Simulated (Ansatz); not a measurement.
# GeSiH6O (SMILES O[SiH2][GeH3]) at 6 levels

Wanted: a comparison of 6 runs (HF/def2-SVP, CAM-B3LYP/6-31G*, B3LYP/cc-pVDZ, B3LYP/cc-pVTZ, r2SCAN-D3(BJ)-ATM/cc-pVTZ-DK, BCCD(T)/pcseg-0) of GeSiH6O. 

Program for the calculation: Ansatz 0.2.0.

4 further runs of the same task are left out: 4 set aside as unsound or not needed.

## (1) Starting point

GeSiH6O: 9 atoms, total charge 0, spin state singlet. SMILES: `O[SiH2][GeH3]`. The shape is that of a PBE0-D4/def2-TZVP optimisation. This is one conformer, not always the lowest.

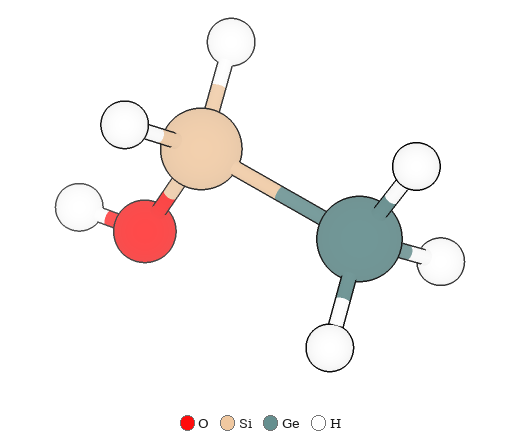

Viewed from a chosen angle; oxygen red, silicon light orange, germanium teal, hydrogen white.

## (2) Energy and gradient at HF/def2-SVP (run 1)

Contents of job.yaml:

```yaml
basis:
  gaussian:
    orbitals: def2-SVP
crystal:
  periodic: [false, false, false]
  atoms:
    - symbol: O
      position_ang: [-1.699200, 0.432900, -0.836200]
    - symbol: Si
      position_ang: [-0.084600, 0.700000, -0.606000]
    - symbol: Ge
      position_ang: [0.663700, -0.937100, 0.942900]
    - symbol: H
      position_ang: [-2.164800, 1.014000, -1.439600]
    - symbol: H
      position_ang: [0.670200, 0.586900, -1.887600]
    - symbol: H
      position_ang: [0.166000, 2.071300, -0.074900]
    - symbol: H
      position_ang: [2.168200, -0.746500, 1.206100]
    - symbol: H
      position_ang: [0.447600, -2.356900, 0.395000]
    - symbol: H
      position_ang: [-0.078600, -0.810800, 2.283000]
output: {forces: true, orbitals: {seedname: orbitals}}
accuracy: high
hamiltonian:
  xc: hf
```

The run is started by

```
ansatz run job.yaml --threads 1 --pin off --max-ram 2610MiB --events-out events.jsonl --progress --plain --runs-dir runs
```

Standard output:

```text
Warning: RAYON_NUM_THREADS=1 ignored (pool sized by the plan → 1); use --threads N
Functional definition: HF
  name "HF"
  exchange = exact_x
  correlation = 0
2005 factors; integrals over basis functions are off by at most 1.0e-8 eV
mean field evaluation 1: about -66455.0726 eV, gradient 3.2e1 eV
mean field evaluation 2: about -66455.1261 eV, gradient 3.2e1 eV
mean field evaluation 4: about -66457.5127 eV, gradient 2.6e0 eV
mean field evaluation 8: about -66457.5460 eV, gradient 8.9e-2 eV
mean field -66457.54604730 eV, -2442.2697706957 hartree, gradient 4.4e-8 eV, S^2 0.000000; 0 other end points of the search recorded, 0 dependent functions left out
the calculation of the forces begins
reference -66457.54604730 eV, -2442.2697706957 hartree; 30, 30 occupied and 64, 64 virtual orbitals, 2005 factors
Total energy: -66457.54604730 eV, -2442.2697706957 hartree
Atom 0 at    -1.699200     0.432900    -0.836200 Å, force    -0.540222     0.580269    -0.623365 eV/Å
Atom 1 at    -0.084600     0.700000    -0.606000 Å, force     0.244898     0.234169    -0.121719 eV/Å
Atom 2 at     0.663700    -0.937100     0.942900 Å, force     0.134177    -0.228121     0.224678 eV/Å
Atom 3 at    -2.164800     1.014000    -1.439600 Å, force     0.291019    -0.526158     0.509754 eV/Å
Atom 4 at     0.670200     0.586900    -1.887600 Å, force    -0.086794     0.025501     0.088532 eV/Å
Atom 5 at     0.166000     2.071300    -0.074900 Å, force    -0.044477    -0.101214    -0.064911 eV/Å
Atom 6 at     2.168200    -0.746500     1.206100 Å, force    -0.008975    -0.015417     0.010119 eV/Å
Atom 7 at     0.447600    -2.356900     0.395000 Å, force     0.000330     0.029244     0.005420 eV/Å
Atom 8 at    -0.078600    -0.810800     2.283000 Å, force     0.010044     0.001727    -0.028507 eV/Å
Dipole moment:    -0.047779     0.255751    -0.222146 e Å
```

It took 2 s on 1 thread of AMD EPYC 9R45 (Zen 5), shared host; peak memory 0.31 GiB.

## (3) Energy and gradient at CAM-B3LYP/6-31G(d) (spherical functions) (run 2)

Contents of in.yaml:

```yaml
crystal:
  periodic: [false, false, false]
  atoms:
    - {symbol: O, position_ang: [-1.699200, 0.432900, -0.836200]}
    - {symbol: Si, position_ang: [-0.084600, 0.700000, -0.606000]}
    - {symbol: Ge, position_ang: [0.663700, -0.937100, 0.942900]}
    - {symbol: H, position_ang: [-2.164800, 1.014000, -1.439600]}
    - {symbol: H, position_ang: [0.670200, 0.586900, -1.887600]}
    - {symbol: H, position_ang: [0.166000, 2.071300, -0.074900]}
    - {symbol: H, position_ang: [2.168200, -0.746500, 1.206100]}
    - {symbol: H, position_ang: [0.447600, -2.356900, 0.395000]}
    - {symbol: H, position_ang: [-0.078600, -0.810800, 2.283000]}
basis:
  gaussian:
    orbitals: 6-31G_st_-spherical.json
hamiltonian:
  xc: {name: CAM-B3LYP}
accuracy: high
output: {forces: true, orbitals: {seedname: orbitals}}
```

The basis set 6-31G* is read from a file made from the Basis Set Exchange's data (not shown).

The run is started by

```
ansatz run in.yaml --threads 1 --pin off --max-ram 2610MiB --events-out events.jsonl --progress --plain --runs-dir runs
```

Standard output:

```text
Warning: RAYON_NUM_THREADS=1 ignored (pool sized by the plan → 1); use --threads N
[... 18 lines left out ...]
Total energy: -66535.48853316 eV, -2445.1341042197 hartree
[... 9 lines left out ...]
Dipole moment:    -0.051686     0.248025    -0.216891 e Å
```

Run time: 4.5 s. Hardware: 1 thread of AMD EPYC 9R45 (Zen 5), shared host; peak memory 0.31 GiB.

Runs 3 to 5 aren't shown in full; the table further down has their settings and results.

## (4) The energy at BCCD(T)/pcseg-0 (run 6)

Contents of job.yaml:

```yaml
crystal:
  periodic: [false, false, false]
  atoms:
    - {symbol: O, position_ang: [-1.699200, 0.432900, -0.836200]}
    - {symbol: Si, position_ang: [-0.084600, 0.700000, -0.606000]}
    - {symbol: Ge, position_ang: [0.663700, -0.937100, 0.942900]}
    - {symbol: H, position_ang: [-2.164800, 1.014000, -1.439600]}
    - {symbol: H, position_ang: [0.670200, 0.586900, -1.887600]}
    - {symbol: H, position_ang: [0.166000, 2.071300, -0.074900]}
    - {symbol: H, position_ang: [2.168200, -0.746500, 1.206100]}
    - {symbol: H, position_ang: [0.447600, -2.356900, 0.395000]}
    - {symbol: H, position_ang: [-0.078600, -0.810800, 2.283000]}
basis:
  gaussian: {orbitals: pcseg-0.json}
correlation: {method: bccd_t, diis_vectors: 3}
accuracy: high
scf: {lower_state_search: full}
```

The basis set pcseg-0 is read from a file made from the Basis Set Exchange's data (not shown).

The run is started by

```
ansatz run job.yaml --threads 1 --pin off --max-ram 2610MiB --events-out events.jsonl --progress --plain --runs-dir runs
```

Standard output:

```text
Warning: RAYON_NUM_THREADS=1 ignored (pool sized by the plan → 1); use --threads N
[... 11 lines left out ...]
15 core orbitals not correlated: weight in the atoms' cores, before any rotation towards them, 1.000 or more for the frozen orbitals, at most 0.000 for the correlated occupied ones
[... 25 lines left out ...]
Total energy: -66386.23972439 eV, -2439.6493116617 hartree
```

It took 1.5 s on 1 thread of AMD EPYC 9R45 (Zen 5), shared host; peak memory 0.42 GiB.

## (5) All runs side by side

| run | level | accuracy | task | energy (Eh) | dipole moment (D) | HOMO energy (eV) | LUMO energy (eV) | wall time |
| --- | --- | --- | --- | --- | --- | --- | --- | --- |
| 1 | HF/def2-SVP | high | gradient | -2442.269771 | 1.64 | -10.76 | 3.39 | 2 s |
| 2 | CAM-B3LYP/6-31G* (spherical functions) | high | gradient | -2445.134104 | 1.60 | -9.20 | 1.15 | 4.5 s |
| 3 | B3LYP/cc-pVDZ | high | gradient | -2445.385341 | 1.48 | -7.76 | -0.09 | 5.1 s |
| 4 | B3LYP/cc-pVTZ | high | gradient | -2445.515719 | 1.44 | -7.87 | -0.42 | 14 s |
| 5 | r2SCAN-D3(BJ)-ATM/cc-pVTZ-DK (sfX2C) | medium | gradient | -2467.791160 | 1.43 | -7.18 | -0.66 | 3.6 s |
| 6 | BCCD(T)/pcseg-0 | high | energy | -2439.649312 | – | – | – | 1.5 s |

## (6) What came out

| quantity | value |
| --- | --- |
| run 6: total energy | -2439.64931 Eh |
| run 6: correlation energy (15 core orbitals frozen) | -281.4 mEh |
| run 6: (T) correction | -5.51 mEh |

In words: Over runs 1, 2, 3, 4, 5 the dipole moment (its size) runs from 1.43 D (r2SCAN-D3(BJ)-ATM/cc-pVTZ-DK) to 1.64 D (HF/def2-SVP). The two ends differ in method and basis and Hamiltonian. Over runs 1, 2, 3, 4, 5 the HOMO–LUMO gap runs from 6.52 eV (r2SCAN-D3(BJ)-ATM/cc-pVTZ-DK) to 14.15 eV (HF/def2-SVP). Totals of different functionals can't be ranked against each other. Some runs of one species differ in core potentials or relativity; totals across that change don't compare. All runs together took 31 s, the longest 14 s.
